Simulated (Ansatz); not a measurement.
# GeSiH5Cl (SMILES [SiH3][GeH2][Cl]) at BCCD(T)/def2-SVP

Aim: the vertical singlet–triplet gap of GeSiH5Cl at BCCD(T)/def2-SVP, from 2 runs. 

The calculation is run with Ansatz 0.2.0.

57 further runs of the same task are left out: 57 set aside as unsound or not needed.

### 1 The molecule

GeSiH5Cl has 8 atoms, charge 0, and is taken as a singlet. SMILES: `[SiH3][GeH2][Cl]`. Geometry: relaxed at PBE0-D4/def2-TZVP.

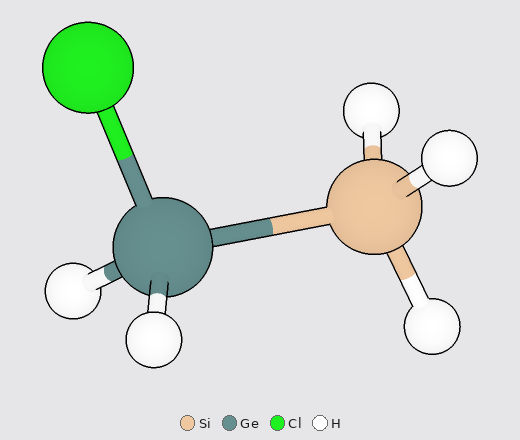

Viewed from a chosen angle; silicon light orange, germanium teal, chlorine green, hydrogen white.

### 2 The energy at BCCD(T)/def2-SVP

File job.yaml:

```yaml
crystal:
  periodic: [false, false, false]
  atoms:
    - {symbol: Si, position_ang: [-0.863600, 0.827300, -0.302500]}
    - {symbol: Ge, position_ang: [0.738300, -0.882000, 0.118400]}
    - {symbol: Cl, position_ang: [1.963100, -0.183700, 1.766200]}
    - {symbol: H, position_ang: [-1.744900, 0.416200, -1.427300]}
    - {symbol: H, position_ang: [-0.149800, 2.078700, -0.658900]}
    - {symbol: H, position_ang: [-1.678500, 1.035600, 0.920200]}
    - {symbol: H, position_ang: [1.703100, -1.135200, -1.051200]}
    - {symbol: H, position_ang: [0.124600, -2.213900, 0.579200]}
basis:
  gaussian:
    orbitals: def2-SVP
correlation:
  method: bccd_t
  frozen_orbitals: {Cl: 5, Ge: 9, H: 0, Si: 5}
accuracy: high
scf:
  omitted_lower_state_checks: [cluster_reference, increment]
```

Command:

```console
$ ansatz run job.yaml --threads 1 --pin off --max-ram 3480MiB --events-out events.jsonl --progress --plain --runs-dir runs
```

Output (excerpt; [...] marks lines left out):

```text
Warning: RAYON_NUM_THREADS=1 ignored (pool sized by the plan → 1); use --threads N
Functional definition: HF
  name "HF"
[...]
1916 factors; integrals over basis functions are off by at most 4.8e-9 eV
[...]
mean field -76906.11892816 eV, -2826.2477417702 hartree, gradient 1.9e-8 eV, S^2 0.000000; 0 other end points of the search recorded, 0 dependent functions left out
19 core orbitals not correlated: weight in the atoms' cores, before any rotation towards them, 1.000 or more for the frozen orbitals, at most 0.000 for the correlated occupied ones
reference -76906.11892816 eV, -2826.2477417702 hartree; 15, 15 occupied and 59, 59 virtual orbitals, 1916 factors
second order -12.69785921 eV of doubles, -0.00000000 eV of singles
cycle   1  -13.32199867 eV  change   -6.2e-1 eV  update   8.8e-2
[...]
cycle  19  -13.81786000 eV  change  -9.6e-11 eV  update   2.9e-9
perturbative correction -0.37879204 eV, -0.0139203506 hartree
Total energy: -76920.31558019 eV, -2826.7694591095 hartree
Checks for a lower state left out: cluster_reference, increment
```

It took 11 s on 1 thread of AMD EPYC 9R45 (Zen 5), shared host; peak memory 0.65 GiB.

### 3 The triplet, same level

File run.yaml:

```yaml
crystal:
  periodic: [false, false, false]
  atoms:
    - {symbol: Si, position_ang: [-0.863600, 0.827300, -0.302500]}
    - {symbol: Ge, position_ang: [0.738300, -0.882000, 0.118400]}
    - {symbol: Cl, position_ang: [1.963100, -0.183700, 1.766200]}
    - {symbol: H, position_ang: [-1.744900, 0.416200, -1.427300]}
    - {symbol: H, position_ang: [-0.149800, 2.078700, -0.658900]}
    - {symbol: H, position_ang: [-1.678500, 1.035600, 0.920200]}
    - {symbol: H, position_ang: [1.703100, -1.135200, -1.051200]}
    - {symbol: H, position_ang: [0.124600, -2.213900, 0.579200]}
basis:
  gaussian:
    orbitals: def2-SVP
magnetization:
  spin_polarized: true
  initial_magnetization: 2
correlation:
  method: bccd_t
  frozen_orbitals: {Cl: 5, Ge: 9, H: 0, Si: 5}
accuracy: high
scf:
  omitted_lower_state_checks: [cluster_reference, increment]
```

Command:

```console
$ ansatz run run.yaml --threads 1 --pin off --max-ram 3480MiB --events-out events.jsonl --progress --plain --runs-dir runs
```

Output (excerpt; [...] marks lines left out):

```text
Warning: RAYON_NUM_THREADS=1 ignored (pool sized by the plan → 1); use --threads N
[... 2 set-up lines as earlier in the session ...]
[...]
1916 factors; integrals over basis functions are off by at most 4.8e-9 eV
[...]
mean field -76899.83286898 eV, -2826.0167333562 hartree, gradient 2.2e-8 eV, S^2 2.013460; 10 other end points of the search recorded, 0 dependent functions left out
19 core orbitals not correlated: weight in the atoms' cores, before any rotation towards them, 1.000 or more for the frozen orbitals, at most 0.000 for the correlated occupied ones
reference -76899.83286898 eV, -2826.0167333562 hartree; 16, 14 occupied and 58, 60 virtual orbitals, 1916 factors
second order -12.66474512 eV of doubles, -0.00000000 eV of singles
cycle   1  -13.27249996 eV  change   -6.1e-1 eV  update   1.1e-1
[...]
cycle  39  -13.91482074 eV  change  -9.7e-10 eV  update   2.5e-9
perturbative correction -0.48009040 eV, -0.0176429967 hartree
Total energy: -76914.22778012 eV, -2826.5457365834 hartree
Checks for a lower state left out: cluster_reference, increment
```

Run time: 67 s. Hardware: 1 thread of AMD EPYC 9R45 (Zen 5), shared host; peak memory 1.3 GiB.

### 4 What came out

At BCCD(T)/def2-SVP, 19 core orbitals frozen:

| quantity | value |
| --- | --- |
| singlet: total energy | -2826.76946 Eh |
| singlet: correlation energy (19 core orbitals frozen) | -521.7 mEh |
| singlet: (T) correction | -13.92 mEh |
| triplet: total energy | -2826.54574 Eh |
| triplet: correlation energy (19 core orbitals frozen) | -529.0 mEh |
| triplet: (T) correction | -17.64 mEh |
| triplet: ⟨S²⟩ of the reference determinant | 2.013 |
| vertical energy of the triplet above the singlet | 6.088 eV |

At this shape the triplet lies 6.09 eV (140 kcal/mol) above the singlet. The triples (singlet) make up 2.7 % of the correlation energy. The triples (triplet) make up 3.3 % of the correlation energy.
